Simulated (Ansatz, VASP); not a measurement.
**Cross-check of Te (Tellurium) between VASP and Ansatz**

One calculation is typed for both programs; each brings its own data sets. How far apart do they land? The cell is taken from a series of VASP runs on this material, whose earlier steps may have relaxed, scaled or displaced it; both programs get it as it stands. Other levels of theory on this material are compared in a session of their own. Valence electrons are named where the data sets of a main pair hold unlike numbers.

Main program and level: Ansatz 0.2.0; plane waves, with VASP 6.6.1 beside it; band structure at r2SCAN and band structure at r2SCAN, spin-orbit coupling.

**1. Set-up**

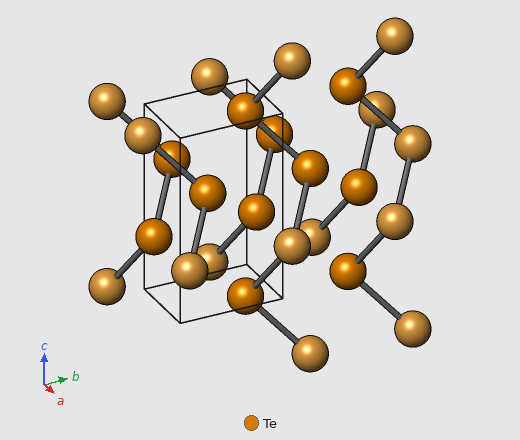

The starting structure, seen slightly off an axis (tellurium orange). 1×2×1 cells are drawn. Some periodic images of atoms are drawn too.

**2. Ansatz: band structure, r2SCAN**

Ansatz runs on its default PAW (the set named soft_2) files.

The same path points are solved in both programs, so levels can be compared one by one.

input.yaml reads:

```yaml
crystal:
  lattice:
    - [4.454, 0.0, 0.0]
    - [-2.227, 3.8572771485, 0.0]
    - [0.0, 0.0, 5.924]
  atoms:
    - { symbol: Te, position: [0.731, 0.731, 0.0] }
    - { symbol: Te, position: [0.0, 0.269, 0.6666666667] }
    - { symbol: Te, position: [0.269, 0.0, 0.3333333333] }
hamiltonian:
  xc: r2scan
  pseudopotentials: { kind: paw }
kpoints:
  mp_grid: { grid: [6, 6, 4] }
  band_path:
    path:
      - [0.0, 0.0, 0.0]
      - [0.16667, 0.0, 0.0]
      - [0.33333, 0.0, 0.0]
      - [0.5, 0.0, 0.0]
      - [0.46296, 0.07407, 0.0]
      - [0.40741, 0.18519, 0.0]
      - [0.35185, 0.2963, 0.0]
      - [0.2963, 0.2963, 0.0]
      - [0.18519, 0.18519, 0.0]
      - [0.07407, 0.07407, 0.0]
      - [0.0, 0.0, 0.0]
      - [0.0, 0.0, 0.16667]
      - [0.0, 0.0, 0.33333]
      - [0.0, 0.0, 0.5]
      - [0.11111, 0.0, 0.5]
      - [0.33333, 0.0, 0.5]
      - [0.5, 0.0, 0.5]
      - [0.46296, 0.07407, 0.5]
      - [0.40741, 0.18519, 0.5]
      - [0.35185, 0.2963, 0.5]
      - [0.33333, 0.33333, 0.5]
      - [0.2963, 0.2963, 0.5]
      - [0.18519, 0.18519, 0.5]
      - [0.07407, 0.07407, 0.5]
      - [0.5, 0.0, 0.5]
      - [0.5, 0.0, 0.33333]
      - [0.5, 0.0, 0.16667]
      - [0.5, 0.0, 0.0]
      - [0.33333, 0.33333, 0.11111]
      - [0.33333, 0.33333, 0.27778]
      - [0.33333, 0.33333, 0.5]
    npoints: 1
scf:
  occupations: { method: gaussian, width: 0.03 }
  n_extra_bands: 7
output:
  forces: true
  stress: true
  eigenvalues: true
```

On the command line:

```console
$ ansatz run input.yaml --threads 2 --pin off --max-ram 4608MiB --backend cpu --events-out ev --progress --plain --runs-dir out
```

Numbers of over 12 decimals in the logs are rounded to 6 here.

What it wrote:

```text
scf.n_extra_bands = 7 over 24 filled bands (N_el = 48.0): the run solves 31 bands
Engine: ansatz 0.2.0, aarch64-unknown-linux-gnu
Pseudopotentials: kind: paw
Pseudopotential: Te, paw, valence charge 16, recommended cutoff 500 eV (meta_gga), Te.paw.azcp
Functional definition: r2SCAN
  parameter k0 = 0.174
  parameter k1 = 0.065
  parameter a1 = 4.9479
  exchange = r2scan_x(k0 = k0, k1 = k1, a1 = a1)
  correlation = r2scan_c
Crystal: 3 atoms, lattice volume = 101.776 Å³
Basis set: ecut = 500 eV, 2595 PW (Γ), exchange–correlation on 144×144×180 points (64 copies of the dense FFT grid, shifted against one another)
Bands: 31, of which v1, the nominal top of the filled ones, is band 24 counted from 1 (23 counted from 0)
Symmetry: 6 space group operations
Space group: P3121 (ITA 152), of the structure as read, at distance tolerance 4.7e-5 Å
k-points: 24 of 144 (time reversal used)
Non-local potential: Te, projectors of the file, l = 0: 2, l = 1: 2, l = 2: 2, l = 3: 2
PAW form: soft (Blöchl's): semilocal exchange-correlation on the pseudo side does not see the compensation charge
PAW frozen core: Te, regenerated for the run's functional (the file was generated under x = pbe(κ = 0.804, μ = 0.219515), c = pbe(β = 0.066725))
PAW one-centre angular grid: Te, 590 points (default); XC on 160 Gauss nodes
Initial density: superposition of atomic densities (neutral atoms: chi_scale 0, normalization atom), corrected by the library's trained network
Initial wavefunctions: pseudopotential atomic-orbital guess
Functional: x = r2scan, c = r2scan; τ floored in thin density (d = 2e-4 eV/Å³)
SCF iter   1: F=—  HF=-20984.422894 eV  |F-HF|=—  |Δ(HF+E_count)|=         —  Δρ=3.27e-3  dr2=8.14e-3  dr2_τ=2.67e-3  ethr=1.77e-3  ⟨swp⟩=8.8  Hψ=3775  notcnv=0  defer=2
preconditioner: auto → Resta (q_TF=auto, 2.407 Å⁻¹)  ε∞=3.3  [insulator: Δε(μ)=0.344 eV  Ē_g=10.391 eV  σ=0.030 eV  W_gap=1.00  n_scr=22 (ndim 8)  ℏωp=15.6 eV  f_vac=0.027  D(μ)=0.00/eV (n_scr^D=0)  ε∞_Penn≈3.3]
SCF iter   2: F=—  HF=-20984.435467 eV  |F-HF|=—  |Δ(HF+E_count)|=   1.26e-2  Δρ=1.96e-3  dr2=2.45e-3  dr2_τ=4.00e-5  ethr=1.70e-5  ⟨swp⟩=2.2  Hψ=1353  notcnv=0  defer=54
SCF iter   3: F=—  HF=-20984.437062 eV  |F-HF|=—  |Δ(HF+E_count)|=   1.60e-3  Δρ=4.98e-4  dr2=1.59e-4  dr2_τ=1.57e-5  ethr=5.10e-6  ⟨swp⟩=2.0  Hψ=1379  notcnv=0  defer=54
SCF iter   4: F=—  HF=-20984.437049 eV  |F-HF|=—  |Δ(HF+E_count)|=   1.34e-5  Δρ=1.31e-4  dr2=1.14e-5  dr2_τ=3.17e-7  ethr=3.32e-7  ⟨swp⟩=2.0  Hψ=1266  notcnv=0  defer=54
SCF iter   5: F=—  HF=-20984.437067 eV  |F-HF|=—  |Δ(HF+E_count)|=   1.78e-5  Δρ=2.24e-5  dr2=4.09e-7  dr2_τ=1.42e-8  ethr=2.37e-8  ⟨swp⟩=2.0  Hψ=1266  notcnv=0  defer=54
SCF iter   6: F=-20984.437067 eV  HF=-20984.437067 eV  |F-HF|=1.45e-8  |Δ(HF+E_count)|=   6.40e-7  Δρ=4.59e-6  dr2=2.39e-8  dr2_τ=1.19e-9  ethr=2.08e-10  ⟨swp⟩=10.5  Hψ=3508  notcnv=0
SCF 1 converged in 6 iterations: F = -20984.437067 eV  dr2 = 2.39e-8
  greatest PAW one-centre occupation: 0.997 electrons in one spin orbital (limit 2), on the Te atom at site 2 (counted from 0), in its partial waves of l = 2
NSCF: frozen V_eff on 31 k-points
SCF converged after 6 iterations
Free energy (F): -20984.437067 eV
Harris-Foulkes:  -20984.437067 eV  (|F-HF|=1.45e-8)
Internal energy: -20984.437067 eV  (E = F + TS)
E sigma→0 (E₀):  -20984.437067 eV
Fermi energy:    8.803885 eV
--- Per-component energies (eV) ---
  E_band       = -836.378523
  E_kinetic    = 539.221368
  E_local      = -3821.321595  (includes V_loc(G=0)·N_el)
  E_nonlocal   = -931.650101
  E_hartree    = 2431.654899
  E_xc         = -344.559908
  E_vxc        = -333.834164  (∫ρ·V_xc dr)
  E_paw        = -14058.342062  (= ΣΔE_a)
  E_vpaw       = -1172.583936  (= ΣTr[D̂ρ^β])
  E_aug_tail   = -0.000110  (compensation charges beyond the density's cutoff)
  E_vtau       = 20.487118  (kinetic-family band-sum trace: ∫τ·v_τ [+ j·A + Jᵃ·Aᵃ] dr)
  E_ewald      = -4800.294125
  E_core_change = 0.854566  (= ΣΔE_core)
  E_smearing   = -0.000000  (= −TS)
  E_closure    = 0.000000  (closes the sum)
  Σ components = -20984.437067   (vs F -20984.437067, Δ=0.00e0)
--- Forces (eV/Å), atoms counted from 1 ---
  atom   1  Te     0.04874768     0.08443345    -0.00000000
  atom   2  Te     0.04874768    -0.08443345     0.00000000
  atom   3  Te    -0.09749535    -0.00000000    -0.00000000
  max |Σ_I F_I| component: 1.39e-17 eV/Å
--- Stress (GPa, compression-positive) ---
        0.918638       0.000000       0.000000
        0.000000       0.918638       0.000000
        0.000000       0.000000       0.901237
  P = ⅓ Tr σ = 0.9128 GPa (9.128 kbar)
--- Band table (eV; the first three rows and the last of 24) ---
  k-point 0: bands = [... 20 lower, 5.7668, 6.8748, 6.8748, 7.6885, 9.7487, 9.7487, 10.3763, 14.0048, ... 3 higher]
  k-point 1: bands = [... 20 lower, 5.9658, 7.0171, 7.1494, 7.6662, 9.4251, 9.4395, 9.8922, 13.4110, ... 3 higher]
  k-point 2: bands = [... 20 lower, 5.7953, 7.1747, 7.5307, 7.5307, 9.1660, 9.3005, 9.3005, 13.0448, ... 3 higher]
  k-point 23: bands = [... 20 lower, 3.3878, 7.5810, 8.6229, 8.6229, 8.9831, 10.0825, 10.0825, 14.9612, ... 3 higher]
```

Elapsed: 14 s, on 2 threads of Arm Neoverse V1, shared host; peak memory 0.55 GiB; 28 s of CPU time.

Reading the cycles: dr2 is the Hartree energy of the density residual (eV), the measure of convergence; HF is the Harris–Foulkes estimate of the energy, which meets the free energy F at convergence.

**3. VASP: band structure, r2SCAN**

The same cell, functional, mesh and smearing now go to VASP, with its own data sets.

Lines of VASP's logs that name or quote its potential files are left out, and so is its time.

INCAR reads:

```
SYSTEM = Te
PREC = Accurate
ENCUT = 350
EDIFF = 1E-06
NELM = 100
ISMEAR = 0
SIGMA = 0.03
LREAL = .FALSE.
ALGO = Normal
METAGGA = R2SCAN
LASPH = .TRUE.
NBANDS = 22
LORBIT = 11
LWAVE = .FALSE.
LCHARG = .FALSE.
KPAR = 4
```

POSCAR reads:

```
Te
1.0
    4.4540000000      0.0000000000      0.0000000000
   -2.2270000000      3.8572771485      0.0000000000
    0.0000000000      0.0000000000      5.9240000000
Te
3
Direct
    0.7310000000      0.7310000000      0.0000000000
    0.0000000000      0.2690000000      0.6666666667
    0.2690000000      0.0000000000      0.3333333333
```

KPOINTS reads:

```
Automatic mesh
0
Gamma
6 6 4
0 0 0
```

KPOINTS_OPT reads:

```
Line mode
10
Line-mode
Reciprocal
  0.00000000   0.00000000   0.00000000 GAMMA
  0.50000000   0.00000000   0.00000000 M

  0.50000000   0.00000000   0.00000000 M
  0.33333333   0.33333333   0.00000000 K

  0.33333333   0.33333333   0.00000000 K
  0.00000000   0.00000000   0.00000000 GAMMA

  0.00000000   0.00000000   0.00000000 GAMMA
  0.00000000   0.00000000   0.50000000 A

  0.00000000   0.00000000   0.50000000 A
  0.50000000   0.00000000   0.50000000 L

  0.50000000   0.00000000   0.50000000 L
  0.33333333   0.33333333   0.50000000 H

  0.33333333   0.33333333   0.50000000 H
  0.00000000   0.00000000   0.50000000 A

  0.50000000   0.00000000   0.50000000 L
  0.50000000   0.00000000   0.00000000 M

  0.33333333   0.33333333   0.00000000 K
  0.33333333   0.33333333   0.50000000 H
```

Potentials, in the order of the species: Te (PBE family, release 64).

On the command line:

```console
$ mpirun -np 4 vasp_std
```

What it wrote:

```text
[banner, memory and clock lines left out]
running    4 mpi-ranks, on    1 nodes
 distrk:  each k-point on    1 cores,    4 groups
 distr:  one band on    1 cores,    1 groups

 POSCAR found type information on POSCAR Te
 POSCAR found :  1 types and       3 ions
|                                                                             |
|               ----> ADVICE to this user running VASP <----                  |
|                                                                             |
|     You enforced a specific xc type in the INCAR file but a different       |
|     [... a line on the potential file left out ...]
|     I HOPE YOU KNOW WHAT YOU ARE DOING!                                     |
|                                                                             |

 LDA part: xc-table for (None), standard interpolation
 POSCAR, INCAR and KPOINTS ok, starting setup
 FFT: planning ... GRIDC
 FFT: planning ... GRID_SOFT
 FFT: planning ... GRID
 WAVECAR not read
 entering main loop
       N       E                     dE             d eps       ncg     rms          rms(c)
DAV:   1    -0.124688744677E+02   -0.12469E+02   -0.50702E+03  1056   0.489E+02
DAV:   2    -0.756301666333E+02   -0.63161E+02   -0.60051E+02  1380   0.102E+02
DAV:   3    -0.792318274714E+02   -0.36017E+01   -0.35720E+01  1316   0.244E+01
DAV:   4    -0.792840293176E+02   -0.52202E-01   -0.52196E-01  1274   0.358E+00
DAV:   5    -0.792851009036E+02   -0.10716E-02   -0.10716E-02  1352   0.474E-01    0.101E+01
DAV:   6    -0.761934785598E+02    0.30916E+01   -0.37302E-01  1116   0.339E+00    0.731E+00
DAV:   7    -0.762169788641E+02   -0.23500E-01   -0.66186E-02  1354   0.135E+00    0.220E+00
DAV:   8    -0.762144174236E+02    0.25614E-02   -0.98507E-03  1194   0.472E-01    0.130E-01
DAV:   9    -0.762145397182E+02   -0.12229E-03   -0.48905E-04  1360   0.101E-01    0.947E-02
DAV:  10    -0.762146827241E+02   -0.14301E-03   -0.14051E-04  1182   0.603E-02    0.250E-02
DAV:  11    -0.762146997517E+02   -0.17028E-04   -0.24676E-05  1294   0.254E-02    0.703E-03
DAV:  12    -0.762146991318E+02    0.61995E-06   -0.13478E-06  1042   0.613E-03
   1 F= -.76214699E+02 E0= -.76214699E+02  d E =-.134950E-14
 Start KPOINTS_OPT (optional k-point list driver)
k-point batch [1-24\90]
       N       E                     dE             ncg
DAV:   1     0.149581541243E+04   -0.66046E+04     1056
DAV:   2     0.121418336896E+02   -0.14837E+04     1406
DAV:   3    -0.694042211259E+02   -0.81546E+02     1302
DAV:   4    -0.707550414960E+02   -0.13508E+01     1350
DAV:   5    -0.707837020489E+02   -0.28661E-01     1364
DAV:   6    -0.707850237901E+02   -0.13217E-02     1450
DAV:   7    -0.707850410048E+02   -0.17215E-04     1278
DAV:   8    -0.707850417705E+02   -0.76570E-06      922
[...]
k-point batch [73-90\90]
       N       E                     dE             ncg
DAV:   1     0.282645374650E+04   -0.67638E+04      792
DAV:   2     0.169399001302E+04   -0.11325E+04     1094
DAV:   3     0.163568677012E+04   -0.58303E+02      996
DAV:   4     0.163469978849E+04   -0.98698E+00     1024
DAV:   5     0.163467835987E+04   -0.21429E-01     1036
DAV:   6     0.163467739605E+04   -0.96382E-03     1088
DAV:   7     0.163467737969E+04   -0.16361E-04      980
DAV:   8     0.163467737890E+04   -0.78522E-06      694
```

OUTCAR, selected parts (step 3):

```text
ion  position               nearest neighbor table
   1  0.731  0.731  0.000-   3 2.86   2 2.86   3 3.47   2 3.47   2 3.47   3 3.47
   2  0.000  0.269  0.667-   1 2.86   3 2.86   1 3.47   1 3.47   3 3.47   3 3.47
   3  0.269  0.000  0.333-   1 2.86   2 2.86   1 3.47   1 3.47   2 3.47   2 3.47

  LATTYP: Found a hexagonal cell.
 ALAT       =     4.4540000000
 C/A-ratio  =     1.3300404131

 Subroutine GETGRP returns: Found  6 space group operations
 (whereof  2 operations were pure point group operations)

The static configuration has the point symmetry C_2 .
 The point group associated with its full space group is D_3 .

 Found     24 irreducible k-points:

   k-points           NKPTS =     24   k-points in BZ     NKDIM =     24   number of bands    NBANDS=     22

   dimension x,y,z NGX =    28 NGY =   28 NGZ =   36
   dimension x,y,z NGXF=    56 NGYF=   56 NGZF=   72

   ENCUT  =  350.0 eV  25.72 Ry    5.07 a.u.   6.79  6.79  9.04*2*pi/ulx,y,z

   NELECT =      18.0000    total number of electrons

 k-points in reciprocal lattice and weights: Automatic mesh
   0.00000000  0.00000000  0.00000000       0.007
   0.16666667  0.00000000  0.00000000       0.042
   0.33333333  0.00000000  0.00000000       0.042
   0.50000000  0.00000000  0.00000000       0.021
   0.16666667  0.16666667  0.00000000       0.042
   0.33333333  0.16666667  0.00000000       0.083
   0.33333333  0.33333333  0.00000000       0.014
   0.00000000  0.00000000  0.25000000       0.014
   0.16666667  0.00000000  0.25000000       0.042
[...]
0.33333333  0.16666667  0.50000000       0.083
   0.33333333  0.33333333  0.50000000       0.014

 average (electrostatic) potential at core
       1 -94.0599       2 -94.0599       3 -94.0599

 E-fermi :   5.9936

 k-point     1 :       0.0000    0.0000    0.0000
  band No.  band energies     occupation
    ...
      5       2.9560      2.00000
      6       2.9560      2.00000
      7       4.0583      2.00000
      8       4.0583      2.00000
      9       4.8791      2.00000
     10       6.9249      0.00000
     11       6.9249      0.00000
     12       7.5651      0.00000
     13      11.1566      0.00000
     14      11.1566      0.00000
    ...

 k-point     2 :       0.1667    0.0000    0.0000
  band No.  band energies     occupation
    ...
      5       2.1989      2.00000
      6       2.5287      2.00000
      7       4.5235      2.00000
      8       4.8165      2.00000
      9       4.9903      2.00000
     10       6.7611      0.00000
     11       6.8503      0.00000
     12       7.4031      0.00000
     13      10.5385      0.00000
     14      11.1984      0.00000
    ...

 k-point     3 :       0.3333    0.0000    0.0000
  band No.  band energies     occupation
    ...
      5       1.4218      2.00000
      6       2.0202      2.00000
      7       3.3581      2.00000
      8       4.8028      2.00000
      9       4.9324      2.00000
     10       6.7999      0.00000
     11       6.9706      0.00000
     12       8.7699      0.00000
     13       9.4713      0.00000
     14      12.1934      0.00000
    ...

  Total        0.5715233      0.5715233      0.5870662     -0.0000000      0.0000000      0.0000000
  in kB        8.9970136      8.9970136      9.2416939     -0.0000000      0.0000000      0.0000000
  external PRESSURE =       9.0785737 kB  Pullay stress =       0.0000000 kB

  energy-cutoff  :      350.00
  volume of cell :      101.78
      direct lattice vectors                 reciprocal lattice vectors
     4.454000000  0.000000000  0.000000000     0.224517288  0.129625117  0.000000000
    -2.227000000  3.857277149  0.000000000     0.000000000  0.259250233  0.000000000
     0.000000000  0.000000000  5.924000000     0.000000000  0.000000000  0.168804862

 POSITION                                       TOTAL-FORCE (eV/Angst)
 -----------------------------------------------------------------------------------
      1.62794      2.81967      0.00000         0.034542      0.059829      0.000000
     -0.59906      1.03761      3.94933         0.034542     -0.059829     -0.000000
      1.19813      0.00000      1.97467        -0.069084      0.000000      0.000000
 -----------------------------------------------------------------------------------
    total drift:                               -0.000000     -0.000001     -0.000000

  FREE ENERGIE OF THE ION-ELECTRON SYSTEM (eV)
  ---------------------------------------------------
  free  energy   TOTEN  =       -76.2146991318 eV

  energy  without entropy=      -76.2146991318  energy(sigma->0) =      -76.21469913

 total charge
# of ion       s       p       d       tot
------------------------------------------
    1        1.437   1.840   0.044   3.321
    2        1.437   1.840   0.044   3.321
    3        1.437   1.840   0.044   3.321
--------------------------------------------------
tot          4.312   5.520   0.132   9.964

[... 3 further parts left out ...]
```

The run ends at a pressure of 0.91 GPa, with forces up to 0.069 eV/Å.

**4. Side by side**

Known differences besides the potentials themselves: VASP keeps PBE cores, Ansatz makes them for the functional; the data sets hold 48 valence electrons in Ansatz (on its default PAW (the set named soft_2) files) and 18 in VASP; the cutoff is 500 eV in Ansatz and 350 eV in VASP. Total energies have different zeros and are not compared.

Both answers:

```csv
quantity,Ansatz,VASP,difference
pressure (GPa),0.91,0.91,0.00
gap over the path points (eV),0.338,0.309,+0.029
```

Forces (eV/Å; atoms numbered as in POSCAR):

```csv
atom,"Ansatz x, y, z","VASP x, y, z"
Te1,"0.049, 0.084, 0.000","0.035, 0.060, 0.000"
Te2,"0.049, -0.084, 0.000","0.035, -0.060, 0.000"
Te3,"-0.097, 0.000, 0.000","-0.069, 0.000, 0.000"
```

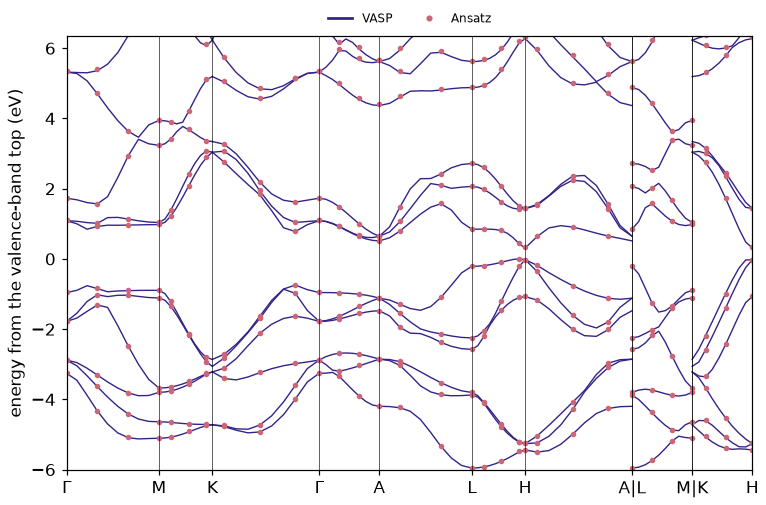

Bands from VASP (lines) and levels from Ansatz (dots). Dots without a line are higher empty bands that the VASP plot leaves out.

Levels at points of the path, from each program's valence-band top (eV; 4 filled, then empty):

```csv
k (reciprocal lattice),Ansatz,VASP
0.000 0.000 0.000,-2.88 -1.77 -1.77 -0.96 1.10 1.10 1.73,-2.88 -1.78 -1.78 -0.96 1.09 1.09 1.73
0.167 0.000 0.000,-3.30 -1.31 -1.02 -0.84 0.94 1.03 1.57,-3.31 -1.31 -1.02 -0.85 0.92 1.01 1.57
0.333 0.000 0.000,-3.81 -2.47 -1.03 -0.90 0.97 1.14 2.94,-3.82 -2.48 -1.03 -0.91 0.96 1.13 2.93
0.500 0.000 0.000,-3.80 -3.67 -1.11 -0.89 0.99 1.04 3.25,-3.80 -3.68 -1.11 -0.90 0.98 1.04 3.23
0.463 0.074 0.000,-3.76 -3.64 -1.35 -1.21 1.23 1.40 3.43,-3.76 -3.65 -1.36 -1.22 1.22 1.39 3.41
0.407 0.185 0.000,-3.57 -3.49 -2.16 -2.13 2.09 2.42 3.69,-3.58 -3.50 -2.16 -2.14 2.07 2.41 3.68
0.352 0.296 0.000,-3.27 -3.26 -2.93 -2.80 2.90 3.08 3.37,-3.28 -3.27 -2.93 -2.81 2.89 3.07 3.36
0.296 0.296 0.000,-3.40 -3.10 -2.82 -2.71 2.77 3.08 3.27,-3.41 -3.11 -2.82 -2.71 2.75 3.07 3.26
0.185 0.185 0.000,-3.23 -2.11 -1.69 -1.63 1.83 1.95 2.19,-3.24 -2.12 -1.70 -1.63 1.82 1.94 2.19
0.074 0.074 0.000,-2.98 -1.62 -0.98 -0.74 0.79 1.05 1.62,-2.98 -1.63 -0.98 -0.75 0.78 1.04 1.62
```

The forces differ by 16 meV/Å r.m.s., which is 41.1 % of the r.m.s. force of 0.040 eV/Å (both taken over all components). Among the levels compared at these points, filled levels agree within 17 meV and empty ones within 29 meV. Ansatz's pressure holds a Pulay correction of 0.02 GPa; VASP's holds none.

**5. What the set-up changes**

Further runs change the set-up of one program: Ansatz's method, potentials or start, or VASP's data sets, cutoff or form of LDA. The table gives Ansatz less VASP for each quantity, since a change that brings one quantity closer may part another.

```csv
run,r.m.s. force difference (meV/Å),pressure (GPa),gap over the path points (eV)
as above,16,0.0050,0.029
cores kept as stored,16,0.0072,0.029
Ansatz's larger PAW set (cutoff 430 eV),19,0.0084,0.031
norm-conserving potentials (cutoff 1230 eV),22,-0.011,0.036
```

(Part 1 of 2 ends here.)

[Lines on the potential files, build, host, timing and source positions are cut from VASP's logs without a mark.]

[Logs are printed without paths, hosts, clocks, repeated set-up lines and the standing remarks that a program may print on its own settings, such as how far it seeks lower states.]

[Hosts, paths, dates, database ids (printed as entryN), source tags and the programs' standing remarks are cut or masked in the printed files.]
